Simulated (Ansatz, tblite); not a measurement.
# Ge(CF3)H3 (CH₃F₃Ge): spin states and exact exchange

Aim: set other spin states of Ge(CF3)H3 (CH₃F₃Ge) against its singlet, on many levels of theory.

Program: Ansatz 0.2.0, Gaussian basis. Level of theory: as each input shows. These are calculated values, not measurements.

Levels to be run: triplet, at the geometry of the singlet (GFN1-xTB, GFN2-xTB, PBE0-D4/def2-TZVP, PBE-D4/def2-TZVP, r2SCAN-D4/def2-TZVP); the singlet's energies come from earlier runs.

## Step 1: The geometry

The geometry is that of the singlet, from an earlier relaxation (PBE0-D4/def2-SVP).

8 atoms, charge 0, spin multiplicity 1.

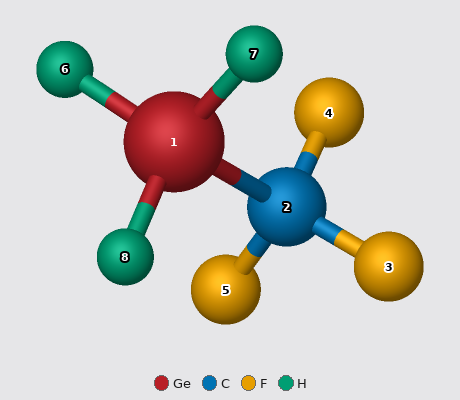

The geometry (germanium red, carbon blue, fluorine amber, hydrogen teal); atoms are numbered from 1 in the order of the file.

Geometry (Å):

| atom | x (Å) | y (Å) | z (Å) |
| --- | --- | --- | --- |
| Ge1 | -0.00233 | 0.00300 | -1.00912 |
| C2 | 0.00226 | -0.00307 | 0.98617 |
| F3 | -1.23782 | 0.10143 | 1.48114 |
| F4 | 0.71573 | 1.01758 | 1.47917 |
| F5 | 0.53232 | -1.13230 | 1.47356 |
| H6 | 1.45781 | -0.04451 | -1.47380 |
| H7 | -0.69157 | 1.29437 | -1.46468 |
| H8 | -0.77640 | -1.23650 | -1.47245 |

## Step 2: Triplet at the fixed geometry, GFN1-xTB

Tight binding, by tblite at 300 K electronic temperature and without a spin-polarisation term:

```python
tblite.interface.Calculator('GFN1-xTB', numbers, positions, charge=0, uhf=2).singlepoint()
```

Energy -559.8097 eV; 0.008 s.

## Step 3: Triplet at the fixed geometry, GFN2-xTB

Tight binding, by tblite at 300 K electronic temperature and without a spin-polarisation term:

```python
tblite.interface.Calculator('GFN2-xTB', numbers, positions, charge=0, uhf=2).singlepoint()
```

Energy -530.1426 eV; 0.006 s.

## Step 4: Triplet at the fixed geometry, PBE0-D4/def2-TZVP

The input, in.yaml:

```yaml
crystal:
  periodic: [false, false, false]
  atoms:
    - {symbol: Ge, position_ang: [-0.002335, 0.002997, -1.009122]}
    - {symbol: C, position_ang: [0.002260, -0.003073, 0.986169]}
    - {symbol: F, position_ang: [-1.237825, 0.101432, 1.481144]}
    - {symbol: F, position_ang: [0.715730, 1.017576, 1.479174]}
    - {symbol: F, position_ang: [0.532319, -1.132296, 1.473564]}
    - {symbol: H, position_ang: [1.457810, -0.044507, -1.473802]}
    - {symbol: H, position_ang: [-0.691569, 1.294367, -1.464679]}
    - {symbol: H, position_ang: [-0.776401, -1.236497, -1.472448]}
basis:
  gaussian: {orbitals: def2-TZVP}
magnetization: {spin_polarized: true, initial_magnetization: 2}
hamiltonian: {xc: pbe0, dispersion: d4}
scf: {omitted_lower_state_checks: [starts]}
output: {orbitals: {seedname: orbitals}}
```

Launch:

```
ansatz run in.yaml --threads 4 --pin off --events-out ev --progress --plain --max-ram 3916MiB
```

The program printed:

```text
Functional definition: PBE0
  name "PBE0"
  cite "Adamo & Barone, J. Chem. Phys. 110, 6158 (1999) doi:10.1063/1.478522"
  cite "Perdew, Burke & Ernzerhof, Phys. Rev. Lett. 77, 3865 (1996) doi:10.1103/PhysRevLett.77.3865"
  parent pbe
  parameter a = 0.25
  parameter kappa = 0.804
  parameter beta = 0.06672455060314922
  exchange = (1 - a)*pbe_x(kappa = kappa, mu = beta*pi^2/3) + a*exact_x
  correlation = pbe_c(beta = beta)
these checks for a lower state are left out or cut short: starts
1181 factors; their error is unknown
mean field evaluation 1: about -65732.5725 eV, gradient 2.4e1 eV
mean field evaluation 2: about -65731.3154 eV, gradient 3.3e1 eV
mean field evaluation 4: about -65734.4168 eV, gradient 8.9e-1 eV
mean field evaluation 8: about -65734.4255 eV, gradient 9.5e-2 eV
mean field evaluation 16: about -65734.7303 eV, gradient 5.9e-4 eV
mean field -65734.73031646 eV, -2415.7067825295 hartree, gradient 1.7e-5 eV, S^2 2.003523; 0 other end points of the search recorded, 0 dependent functions left out
reference -65734.73034262 eV, -2415.7067834909 hartree; 35, 33 occupied and 155, 157 virtual orbitals, 1181 factors
Total energy: -65734.84556720 eV, -2415.7110179158 hartree
Checks for a lower state left out: starts
```

It took 10 s on 4 threads of Arm Neoverse N1, shared host; peak memory 0.63 GiB.

Report: HOMO -1.99 eV, LUMO -7.35 eV (over both spins; with the spin held, an empty level of the minority spin lies below the top filled one); ⟨S²⟩ 2.004 (pure: 2.00).

## Step 5: Triplet at the fixed geometry, PBE-D4/def2-TZVP

start.molden holds the orbitals of an earlier run on this state, given as this run's starting guess.

Edit in.yaml of step 4 so:

```diff
@@ -12,5 +12,5 @@
 basis:
-  gaussian: {orbitals: def2-TZVP}
+  gaussian: {orbitals: def2-TZVP, initial_orbitals: start.molden}
 magnetization: {spin_polarized: true, initial_magnetization: 2}
-hamiltonian: {xc: pbe0, dispersion: d4}
+hamiltonian: {xc: pbe, dispersion: d4}
 scf: {omitted_lower_state_checks: [starts]}
```

Same command.

The program printed:

```text
Functional definition: PBE
  name "PBE"
  cite "Perdew, Burke & Ernzerhof, Phys. Rev. Lett. 77, 3865 (1996) doi:10.1103/PhysRevLett.77.3865"
  parent pbe
  parameter kappa = 0.804
  parameter beta = 0.06672455060314922
  exchange = pbe_x(kappa = kappa, mu = beta*pi^2/3)
  correlation = pbe_c(beta = beta)
these checks for a lower state are left out or cut short: starts
1138 factors; their error is unknown
mean field evaluation 1: about -65733.4145 eV, gradient 9.3e0 eV
mean field evaluation 2: about -65733.5970 eV, gradient 2.1e-1 eV
mean field evaluation 4: about -65733.5741 eV, gradient 3.4e-3 eV
mean field evaluation 8: about -65733.5741 eV, gradient 6.5e-5 eV
mean field -65733.57414311 eV, -2415.6642939424 hartree, gradient 1.3e-5 eV, S^2 2.002531; 0 other end points of the search recorded, 0 dependent functions left out
reference -65733.57417834 eV, -2415.6642952372 hartree; 35, 33 occupied and 155, 157 virtual orbitals, 1138 factors
Total energy: -65733.71223264 eV, -2415.6693686390 hartree
Checks for a lower state left out: starts
```

Wall time 5.5 s (4 threads of Arm Neoverse N1, shared host).

Report: HOMO -1.05 eV, LUMO -8.12 eV (over both spins; with the spin held, an empty level of the minority spin lies below the top filled one); ⟨S²⟩ 2.003 (pure: 2.00).

## Step 6: Triplet at the fixed geometry, r2SCAN-D4/def2-TZVP

Edit in.yaml of step 5 so:

```diff
@@ -14,3 +14,3 @@
 magnetization: {spin_polarized: true, initial_magnetization: 2}
-hamiltonian: {xc: pbe, dispersion: d4}
+hamiltonian: {xc: r2scan, dispersion: d4}
 scf: {omitted_lower_state_checks: [starts]}
```

Launched as before.

The program printed:

```text
Functional definition: r2SCAN
  name "r2SCAN"
  cite "Furness, Kaplan, Ning, Perdew & Sun, J. Phys. Chem. Lett. 11, 8208 (2020) doi:10.1021/acs.jpclett.0c02405"
  cite "Furness, Kaplan, Ning, Perdew & Sun, J. Phys. Chem. Lett. 11, 9248 (2020) doi:10.1021/acs.jpclett.0c03077"
  parent r2scan
  parameter k0 = 0.174
  parameter k1 = 0.065
  parameter a1 = 4.9479
  exchange = r2scan_x(k0 = k0, k1 = k1, a1 = a1)
  correlation = r2scan_c
these checks for a lower state are left out or cut short: starts
1138 factors; their error is unknown
mean field evaluation 1: about -65746.9135 eV, gradient 5.4e0 eV
mean field evaluation 2: about -65746.9667 eV, gradient 7.6e-2 eV
mean field evaluation 4: about -65746.9470 eV, gradient 4.3e-4 eV
mean field evaluation 8: about -65746.9470 eV, gradient 5.3e-5 eV
mean field -65746.94696255 eV, -2416.1557359924 hartree, gradient 1.1e-5 eV, S^2 2.005684; 0 other end points of the search recorded, 0 dependent functions left out
reference -65746.94697341 eV, -2416.1557363916 hartree; 35, 33 occupied and 155, 157 virtual orbitals, 1138 factors
Total energy: -65746.97952751 eV, -2416.1569327326 hartree
Checks for a lower state left out: starts
```

It took 12 s on 4 threads of Arm Neoverse N1, shared host.

Report: HOMO -1.29 eV, LUMO -8.01 eV (over both spins; with the spin held, an empty level of the minority spin lies below the top filled one); ⟨S²⟩ 2.006 (pure: 2.00).

## Step 7: Triplet less singlet, vertical

The singlet's energies are those of its earlier runs, whose logs aren't repeated here.

| level | triplet less singlet, vertical (eV) | time |
| --- | --- | --- |
| GFN1-xTB | +6.979 | 0.014 s |
| GFN2-xTB | +8.364 | 0.01 s |
| PBE-D4/def2-TZVP | +7.366 | 7.8 s |
| r2SCAN-D4/def2-TZVP | +7.495 | 16 s |
| PBE0-D4/def2-TZVP | +7.719 | 15 s |

Times add the two runs; a level without a time comes out of a correlated run. Tight binding without a spin term can't rank spin states.

## Step 8: Outcome

| quantity | value |
| --- | --- |
| triplet less singlet, vertical, functionals in def2-TZVP | +7.366 (PBE-D4) to +7.719 eV (PBE0-D4) |

All functionals put the triplet above the singlet, over a spread of 0.353 eV. The checks for a lower triplet were left out, so another state of that spin may lie lower. These are electronic energies, without zero-point motion, entropy or surroundings.
